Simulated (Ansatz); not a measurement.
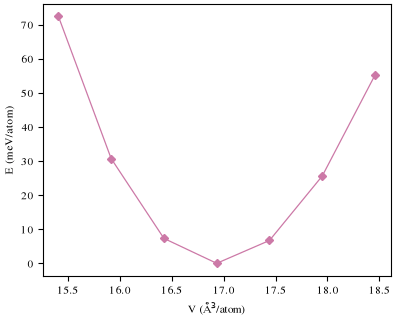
Figure: TiNb in space group Cmmm (No. 65; Ti on 2c, Nb on 2a) under volume change, the program Ansatz at the PBEsol level (PAW), shape and atoms relaxed at each volume.

Q: What does a third-order Birch–Murnaghan fit give for V₀, B₀ and B′?

A: V₀ = 16.93 Å³/atom, B₀ = 147 GPa, B′ = 3.5.

The workflow started from a Materials Project entry (that database holds measured and hypothetical structures alike); the Crystallography Open Database copy checked does not list it. With Ti and Nb taken as one species the cell has the higher symmetry Im-3m, so it may be an ordered model of a mixed-site phase. Whether it is the stable phase at ambient conditions was not checked. The cell was relaxed with PBEsol under the symmetry of its start; whether a distortion lowers the energy is not shown. No spin polarisation was allowed.

Potentials: the later of the program's two PAW sets.
